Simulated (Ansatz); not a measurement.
# Sn3C: a trial structure relaxed

Where does this trial cell of Sn3C go when cell and atoms are let free?

Computed with Ansatz 0.2.0 (DFT PBE, scalar-relativistic, plane waves, PAW, unless a step's input says otherwise).

**1. The structure to begin with**

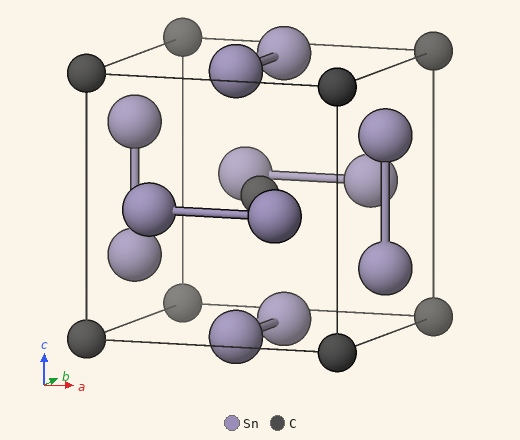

Start, viewed slightly off an axis; tin purple, carbon dark grey. Atoms on the faces are drawn again on the opposite ones.

As a file:

```cif
data_structure
_symmetry_space_group_name_H-M 'Pm-3n'
_symmetry_Int_Tables_number 223
_cell_length_a 5.7174
_cell_length_b 5.7174
_cell_length_c 5.7174
_cell_angle_alpha 90.000
_cell_angle_beta 90.000
_cell_angle_gamma 90.000
_cell_volume 186.89
loop_
_atom_site_label
_atom_site_type_symbol
_atom_site_symmetry_multiplicity
_atom_site_Wyckoff_symbol
_atom_site_fract_x
_atom_site_fract_y
_atom_site_fract_z
_atom_site_occupancy
Sn1 Sn 6 c 0.25000 0.00000 0.50000 1
C1 C 2 a 0.00000 0.00000 0.00000 1
```

The cell is invented: species swapped into a database cell of V3Pt (Pm-3n, No. 223), with Sn on the V sites and C on the Pt sites. Lengths come from tabulated atomic sizes and are only a guess.

**2. Probe: one point on a coarse mesh**

input.yaml reads:

```yaml
crystal:
  lattice:
    - [5.71739117, 0.0, 0.0]
    - [0.0, 5.71739117, 0.0]
    - [0.0, 0.0, 5.71739117]
  atoms:
    - { symbol: Sn, position: [0.25, 0.0, 0.5] }
    - { symbol: Sn, position: [0.5, 0.75, 0.0] }
    - { symbol: Sn, position: [0.75, 0.0, 0.5] }
    - { symbol: Sn, position: [0.5, 0.25, 0.0] }
    - { symbol: Sn, position: [0.0, 0.5, 0.75] }
    - { symbol: Sn, position: [0.0, 0.5, 0.25] }
    - { symbol: C, position: [0.0, 0.0, 0.0] }
    - { symbol: C, position: [0.5, 0.5, 0.5] }
basis:
  ecutwfc: 420
kpoints:
  mp_grid: { grid: [4, 4, 4] }
hamiltonian:
  xc: pbe
scf:
  occupations: { method: gaussian, width: 0.1 }
  lower_state_search: "off"
output:
  forces: true
  stress: true
  eigenvalues: true
```

On the command line:

```console
> ansatz run input.yaml --threads 1 --pin off --max-ram 2560MiB --backend cpu --events-out ev --progress --plain --runs-dir out
```

Standard output, cut to the lines that bear on the results:

```text
Warning: RAYON_NUM_THREADS=1 ignored (pool sized by the plan → 1); use --threads N
[...]
Pseudopotentials: kind: paw
Pseudopotential: Sn, paw, valence charge 14, recommended cutoff 420 eV (normal), Sn.paw.azcp
Pseudopotential: C, paw, valence charge 4, recommended cutoff 420 eV (normal), C.paw.azcp
Functional definition: PBE
[...]
Crystal: 8 atoms, lattice volume = 186.893 Å³
Basis set: ecut = 420 eV, 3743 PW (Γ), exchange–correlation on 80×80×80 points (8 copies of the dense FFT grid, shifted against one another)
Bands: 56, of which v1, the nominal top of the filled ones, is band 46 counted from 1 (45 counted from 0)
Symmetry: 48 space group operations
Space group: Pm-3n (ITA 223), of the structure as read, at distance tolerance 5.7e-5 Å
k-points: 10 of 64
[...]
SCF iter   1: F=—  HF=-36635.352166 eV  |F-HF|=—  |Δ(HF+E_count)|=         —  Δρ=2.61e-3  dr2=3.38e-2  ethr=1.77e-3  ⟨swp⟩=7.4  Hψ=2334  notcnv=0
[...]
SCF iter   6: F=-36635.348174 eV  HF=-36635.348174 eV  |F-HF|=3.68e-9  |Δ(HF+E_count)|=   2.33e-8  Δρ=4.41e-6  dr2=3.50e-8  ethr=1.09e-10  ⟨swp⟩=9.3  Hψ=2581  notcnv=0
[...]
SCF converged after 6 iterations
Free energy (F): -36635.348174 eV
[...]
E sigma→0 (E₀):  -36635.323752 eV
Entropy (-TS):   -0.048842 eV (-6.105 meV/atom)
Fermi energy:    9.836520 eV
[...]
--- Forces (eV/Å), atoms counted from 1 ---
  atom   1  Sn     0.00000000    -0.00000000     0.00000000
  atom   2  Sn     0.00000000     0.00000000     0.00000000
  atom   3  Sn     0.00000000     0.00000000     0.00000000
  atom   4  Sn    -0.00000000    -0.00000000     0.00000000
  atom   5  Sn    -0.00000000     0.00000000     0.00000000
  atom   6  Sn     0.00000000     0.00000000     0.00000000
  atom   7  C      0.00000000     0.00000000     0.00000000
  atom   8  C      0.00000000     0.00000000     0.00000000
[...]
--- Stress (GPa, compression-positive) ---
       -0.131900       0.000000       0.000000
        0.000000      -0.131900       0.000000
       -0.000000       0.000000      -0.131900
  P = ⅓ Tr σ = -0.1319 GPa (-1.319 kbar)
--- Band table (eV; the first three rows and the last of 10) ---
[...]
```

It took 7.1 s on 1 thread of AMD EPYC 7R43 (Zen 3), shared host; peak memory 0.48 GiB.

Read-out: pressure -0.1 GPa, largest force 0.00 eV/Å, gap on this mesh none (metal). The relaxation goes to the converged mesh at once.

**3. Full relaxation**

Changes to input.yaml since step 2:

```diff
@@ -17,3 +17,3 @@
 kpoints:
-  mp_grid: { grid: [4, 4, 4] }
+  mp_grid: { grid: [8, 8, 8] }
 hamiltonian:
@@ -22,3 +22,2 @@
   occupations: { method: gaussian, width: 0.1 }
-  lower_state_search: "off"
 output:
@@ -27 +26,6 @@
   eigenvalues: true
+relax:
+  adjacent_minimum: "off"
+  f_tol: 0.01
+  max_steps: 80
+  cell: { stress_tol: 0.05 }
```

On the command line:

```console
> ansatz run input.yaml --threads 1 --pin off --max-ram 2560MiB --backend cpu --events-out ev --progress --plain --runs-dir out
```

Standard output, cut to the lines that bear on the results:

```text
Warning: RAYON_NUM_THREADS=1 ignored (pool sized by the plan → 1); use --threads N
[...]
Pseudopotentials: kind: paw
Pseudopotential: Sn, paw, valence charge 14, recommended cutoff 420 eV (normal), Sn.paw.azcp
Pseudopotential: C, paw, valence charge 4, recommended cutoff 420 eV (normal), C.paw.azcp
Functional definition: PBE
[...]
Crystal: 8 atoms, lattice volume = 186.893 Å³
Basis set: ecut = 420 eV, 3743 PW (Γ), exchange–correlation on 80×80×80 points (8 copies of the dense FFT grid, shifted against one another)
Bands: 56, of which v1, the nominal top of the filled ones, is band 46 counted from 1 (45 counted from 0)
Symmetry: 48 space group operations
Space group: Pm-3n (ITA 223), of the structure as read, at distance tolerance 5.7e-5 Å
k-points: 35 of 512
[...]
SCF iter   1: F=—  HF=-36635.655121 eV  |F-HF|=—  |Δ(HF+E_count)|=         —  Δρ=7.75e-4  dr2=7.68e-4  ethr=1.77e-3  ⟨swp⟩=6.9  Hψ=8062  notcnv=0
[...]
  cell:  # Å, volume = 184.2290 Å³
    - [5.6900926371715315, 4.49383653690355e-34, 1.2839532962581572e-34]
    - [1.925929944387236e-34, 5.6900926371715315, -6.419766481290786e-35]
    - [1.2839532962581574e-34, -6.419766481290786e-35, 5.6900926371715315]
  atoms:
    - { symbol: Sn, position: [0.24999999999999997, 7.675725016152555e-35, 0.49999999999999994] }
    - { symbol: Sn, position: [0.49999999999999994, 0.7499999999999999, -3.969446365496035e-36] }
    - { symbol: Sn, position: [0.7499999999999999, 1.0693381479645672e-34, 0.49999999999999994] }
    - { symbol: Sn, position: [0.49999999999999994, 0.24999999999999997, -3.9694463654960346e-36] }
    - { symbol: Sn, position: [-4.983190333700756e-35, 0.49999999999999994, 0.7499999999999999] }
    - { symbol: Sn, position: [-4.978804205120097e-35, 0.49999999999999994, 0.24999999999999997] }
    - { symbol: C, position: [1.104372350002578e-34, 1.6667288606502697e-36, 6.557262228084613e-36] }
    - { symbol: C, position: [0.49999999999999994, 0.49999999999999994, 0.49999999999999994] }
```

It took 87 s on 1 thread of AMD EPYC 7R43 (Zen 3), shared host; peak memory 0.63 GiB.

The steps of the relaxation:

```csv
step,energy from step 1 (eV/cell),largest force component (eV/Å),pressure (GPa),volume (Å³)
1,0.0000,0.0000,-0.76,186.89
2,-0.0041,0.0000,0.69,181.87
3,-0.0078,0.0000,-0.02,184.23
4,-0.0066,0.0000,-0.02,184.23
```

Step 1 is the start. Step 4 repeats the geometry before it on a plane-wave basis chosen anew for that cell, so its energy need not be comparable with the rows above.

|  | before | after | change |
| --- | --- | --- | --- |
| a (Å) | 5.717 | 5.690 | -0.5 % |
| b (Å) | 5.717 | 5.690 | -0.5 % |
| c (Å) | 5.717 | 5.690 | -0.5 % |
| volume (Å³/atom) | 23.36 | 23.03 | -1.4 % |
| shortest distance (Å) | 2.859 | 2.845 | -0.5 % |
| space group (0.01 Å) | Pm-3n | Pm-3n | same |

The run keeps the 48 symmetry operations of the start, so it could not have lowered the symmetry.

**4. Changing settings: lower_state_search standard, mixing.algorithm msr1, mixing.beta 0.05, mixing.ndim 16**

Changes to input.yaml since step 3:

```diff
@@ -2,5 +2,5 @@
   lattice:
-    - [5.71739117, 0.0, 0.0]
-    - [0.0, 5.71739117, 0.0]
-    - [0.0, 0.0, 5.71739117]
+    - [5.6900926372, 0.0, 0.0]
+    - [0.0, 5.6900926372, 0.0]
+    - [0.0, 0.0, 5.6900926372]
   atoms:
@@ -22,10 +22,7 @@
   occupations: { method: gaussian, width: 0.1 }
+  lower_state_search: standard
+  mixing: { algorithm: msr1, beta: 0.05, ndim: 16 }
 output:
   forces: true
+  eigenvalues: true
   stress: true
-  eigenvalues: true
-relax:
-  adjacent_minimum: "off"
-  f_tol: 0.01
-  max_steps: 80
-  cell: { stress_tol: 0.05 }
```

On the command line:

```console
> ansatz run input.yaml --threads 1 --pin off --max-ram 2560MiB --backend cpu --events-out ev --progress --plain --runs-dir out
```

Standard output, cut to the lines that bear on the results:

```text
Warning: RAYON_NUM_THREADS=1 ignored (pool sized by the plan → 1); use --threads N
[...]
Pseudopotentials: kind: paw
Pseudopotential: Sn, paw, valence charge 14, recommended cutoff 420 eV (normal), Sn.paw.azcp
Pseudopotential: C, paw, valence charge 4, recommended cutoff 420 eV (normal), C.paw.azcp
Functional definition: PBE
[...]
Crystal: 8 atoms, lattice volume = 184.229 Å³
Basis set: ecut = 420 eV, 3695 PW (Γ), exchange–correlation on 80×80×80 points (8 copies of the dense FFT grid, shifted against one another)
Bands: 56, of which v1, the nominal top of the filled ones, is band 46 counted from 1 (45 counted from 0)
Symmetry: 48 space group operations
Space group: Pm-3n (ITA 223), of the structure as read, at distance tolerance 5.7e-5 Å
k-points: 35 of 512
[...]
SCF iter   1: F=—  HF=-36635.661381 eV  |F-HF|=—  |Δ(HF+E_count)|=         —  Δρ=8.05e-4  dr2=7.67e-4  ethr=1.77e-3  ⟨swp⟩=6.8  Hψ=7864  notcnv=0
[...]
SCF converged after 9 iterations
Free energy (F): -36635.663084 eV
[...]
E sigma→0 (E₀):  -36635.645997 eV
Entropy (-TS):   -0.034175 eV (-4.272 meV/atom)
Fermi energy:    10.132041 eV
[...]
--- Forces (eV/Å), atoms counted from 1 ---
  atom   1  Sn     0.00000000     0.00000000     0.00000000
  atom   2  Sn    -0.00000000     0.00000000     0.00000000
  atom   3  Sn     0.00000000    -0.00000000     0.00000000
  atom   4  Sn     0.00000000    -0.00000000     0.00000000
  atom   5  Sn     0.00000000    -0.00000000    -0.00000000
  atom   6  Sn    -0.00000000    -0.00000000    -0.00000000
  atom   7  C      0.00000000     0.00000000     0.00000000
  atom   8  C     -0.00000000    -0.00000000     0.00000000
[...]
--- Stress (GPa, compression-positive) ---
       -0.023210       0.000000       0.000000
        0.000000      -0.023210       0.000000
        0.000000       0.000000      -0.023210
  P = ⅓ Tr σ = -0.0232 GPa (-0.232 kbar)
--- Band table (eV; the first three rows and the last of 35) ---
[...]
```

It took 24 s on 1 thread of AMD EPYC 7R43 (Zen 3), shared host; peak memory 0.61 GiB.

| run | ending | energy change | pressure (GPa) | gap (eV) | force (eV/Å) | cycles | time |
| --- | --- | --- | --- | --- | --- | --- | --- |
| step 3 | converged | 0 | 0.0 | 0.00 | 0.00 | - | 87 s |
| variant | converged | 0.0 meV/atom | 0.0 | 0.00 | 0.00 | 9 | 24 s |

The changed input (search for lower states and mixing) leaves the energy the same to the digits printed.

**5. Results**

```
                              quantity                                                                      value
symmetry at the end (tolerance 0.05 Å)                                                space group Pm-3n (No. 223)
                     conventional cell  a = 5.690 Å, b = 5.690 Å, c = 5.690 Å, α = 90.00°, β = 90.00°, γ = 90.00°
                                volume                                                              23.03 Å³/atom
     energy over the elements, grey Sn                                                              +1.44 eV/atom
                       gap on the mesh                                                               none (metal)
```

**Reading.** The space group Pm-3n (No. 223) is kept, and the volume per atom shrinks by 1.4 % from the first guess. The formation energy is positive, so the separate elements lie lower. No finished test with a distortion of lower symmetry is shown, so the end may be a saddle point.
